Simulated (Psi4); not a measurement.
**wB97X-V/def2-SVPD run of AlCl2F (SMILES [F][Al]([Cl])[Cl])**

Aim: the vertical electron affinity of AlCl2F at wB97X-V/def2-SVPD, from 2 runs. 

Program for the calculation: Psi4 1.11.

### 1 Starting point

AlCl2F has 4 atoms, charge 0, and is taken as a singlet. As SMILES, `[F][Al]([Cl])[Cl]`. The coordinates come from a PBE0-D4/def2-TZVP relaxation.

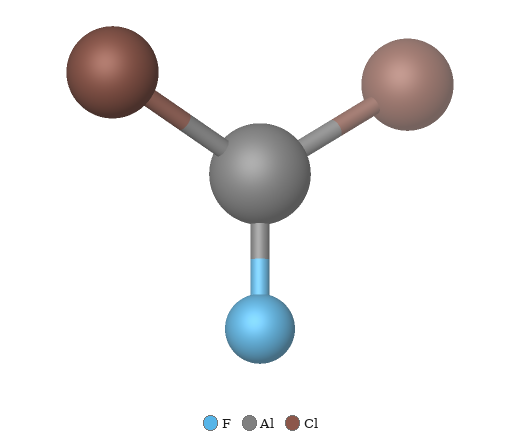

The structure, seen from a chosen angle (fluorine blue, aluminium grey, chlorine brown).

### 2 A single-point energy at wB97X-V/def2-SVPD

Input file calc.dat:

```
memory 2200 MB

molecule {
  0 1
  F      0.087420     0.388220     1.682350
  Al     0.004800     0.021530     0.093600
  Cl     1.223040    -1.463690    -0.663450
  Cl    -1.315270     1.053930    -1.112510
  units angstrom
  symmetry c1
}

set globals {
  puream               true
  e_convergence        1e-09
  d_convergence        1e-08
  scf_type             pk
  dft_radial_points    99
  dft_spherical_points 590
}

e, wfn = energy("wb97x-v/def2-SVPD", return_wfn=True)
print_variables()
```

Launch:

```console
$ psi4 -i calc.dat -o calc.out -n 1
```

calc.out (excerpt; [...] marks lines left out):

```text
[...]
  Running in c1 symmetry.
[...]
  Nuclear repulsion =  244.295361750994289
[...]
  Multiplicity = 1
[...]
  Nalpha       = 28
  Nbeta        = 28
[...]
    Number of basis functions: 101
[...]
   @RKS iter   1: -1262.16433130970745   -4.84732e-01   4.90235e-03 DIIS/ADIIS
[...]
   @RKS iter  11: -1262.25786653575938   -1.81899e-12   2.06502e-09 DIIS
[...]
    Orbital Energies [Eh]
    ---------------------
    Doubly Occupied:
       1A   -101.519188     2A   -101.519179     3A    -56.166346
       4A    -24.769809     5A     -9.582483     6A     -9.582480
       7A     -7.341029     8A     -7.341021     9A     -7.336666
      10A     -7.336664    11A     -7.335848    12A     -7.335834
      13A     -4.346656    14A     -2.897507    15A     -2.892442
      16A     -2.892373    17A     -1.287114    18A     -0.975014
      19A     -0.962912    20A     -0.614701    21A     -0.560801
      22A     -0.556981    23A     -0.548529    24A     -0.503521
      25A     -0.474488    26A     -0.471461    27A     -0.458912
      28A     -0.447567
[...]
  @RKS Final Energy: -1262.25786653575938
   => Energetics <=
    Nuclear Repulsion Energy =            244.2953617509942887
    One-Electron Energy =               -2233.2338578432190843
    Two-Electron Energy =                 790.7312254875403141
    DFT Exchange-Correlation Energy =     -64.2846492235199349
    Empirical Dispersion Energy =           0.0000000000000000
    VV10 Nonlocal Energy =                  0.2340532924449778
    Total Energy =                      -1262.2578665357593763
[...]
 Multipole Moments:
 ------------------------------------------------------------------------------------
     Multipole            Electronic (a.u.)      Nuclear  (a.u.)        Total (a.u.)
 ------------------------------------------------------------------------------------
 L = 1.  Multiply by 2.5417464519 to convert [e a0] to [Debye]
 Dipole X            :          0.0396515           -0.0483080           -0.0086565
 Dipole Y            :          0.1766712           -0.2145795           -0.0379083
 Dipole Z            :          0.7665085           -0.9299528           -0.1634443
 Magnitude           :                                                    0.1680060
[...]
```

It took 33 s on 1 thread of Intel Xeon Platinum 8488C (Sapphire Rapids), shared host; peak memory 1 GiB.

### 3 The doublet anion, same level

Input file input.inp:

```
memory 2.2 GB

molecule {
  -1 2
  F
  Al 1 r2
  Cl 2 r3 1 a3
  Cl 2 r4 1 a4 3 d4

  r2 = 1.63261
  r3 = 2.06473
  a3 = 119.24288
  r4 = 2.064736
  a4 = 119.24227
  d4 = -179.98797
  symmetry c1
}

set {
  basis def2-SVPD
  reference uks
  puream true
  e_convergence 1e-09
  d_convergence 1e-08
  scf_type pk
  dft_radial_points 99
  dft_spherical_points 590
  maxiter 100
}

result = energy('wb97x-v')
print_variables()
```

Launch:

```console
$ psi4 -n 1 input.inp input.out
```

input.out (excerpt; [...] marks lines left out):

```text
[...]
  Running in c1 symmetry.
[...]
  Nuclear repulsion =  244.295380333517159
[...]
  Multiplicity = 2
[...]
  Nalpha       = 29
  Nbeta        = 28
[...]
    Number of basis functions: 101
[...]
   @UKS iter   1: -1262.11443711226343   -4.34837e-01   5.48416e-03 ADIIS/DIIS
[...]
   @UKS iter  14: -1262.25272135812497   -2.13731e-11   6.93875e-09 DIIS
[...]
   @S^2 Observed:                7.514950574E-01
[...]
    Orbital Energies [Eh]
    ---------------------
    Alpha Occupied:
       1A   -101.335293     2A   -101.335283     3A    -55.953846
       4A    -24.581305     5A     -9.400253     6A     -9.400252
       7A     -7.158133     8A     -7.158124     9A     -7.154494
      10A     -7.154492    11A     -7.153827    12A     -7.153812
      13A     -4.135327    14A     -2.683548    15A     -2.682008
      16A     -2.681644    17A     -1.100420    18A     -0.797067
      19A     -0.785992    20A     -0.432121    21A     -0.377156
      22A     -0.371339    23A     -0.371166    24A     -0.328683
      25A     -0.298303    26A     -0.297551    27A     -0.282167
      28A     -0.274084    29A      0.001992
    Alpha Virtual:
[...]
  @UKS Final Energy: -1262.25272135812497
   => Energetics <=
    Nuclear Repulsion Energy =            244.2953803335171585
    One-Electron Energy =               -2243.6861594382121439
    Two-Electron Energy =                 801.2487228700348396
    DFT Exchange-Correlation Energy =     -64.3459477844765360
    Empirical Dispersion Energy =           0.0000000000000000
    VV10 Nonlocal Energy =                  0.2352826610116478
    Total Energy =                      -1262.2527213581249725
[...]
 Multipole Moments:
 ------------------------------------------------------------------------------------
     Multipole            Electronic (a.u.)      Nuclear  (a.u.)        Total (a.u.)
 ------------------------------------------------------------------------------------
 L = 1.  Multiply by 2.5417464519 to convert [e a0] to [Debye]
 Dipole X            :         -0.0016246           -0.0000761           -0.0017007
 Dipole Y            :         -0.0000102            0.0000032           -0.0000070
 Dipole Z            :         -0.5029988            0.9556098            0.4526110
 Magnitude           :                                                    0.4526142
[...]
```

Wall time 46 s (1 thread of Intel Xeon Platinum 8488C (Sapphire Rapids), shared host); peak memory 1 GiB.

### 4 Results

At wB97X-V/def2-SVPD:

```
                                         quantity           value
                     singlet AlCl2F: total energy  -1262.25787 Eh
                    singlet AlCl2F: dipole moment          0.43 D
                      singlet AlCl2F: HOMO energy       -12.18 eV
                      singlet AlCl2F: LUMO energy         0.22 eV
                    singlet AlCl2F: HOMO–LUMO gap        12.40 eV
                      doublet anion: total energy  -1262.25272 Eh
doublet anion: HOMO energy (highest over α and β)         0.05 eV
 doublet anion: LUMO energy (lowest over α and β)         4.37 eV
                              doublet anion: ⟨S²⟩           0.751
vertical electron affinity (to the doublet anion)       -0.140 eV
```

In words: The anion lies 0.14 eV (3.2 kcal/mol) above the neutral: the electron isn't bound at this level, and such a value depends on the basis. The HOMO (doublet anion) lies at positive energy, 0.05 eV; only total energies tell whether the electron is bound.
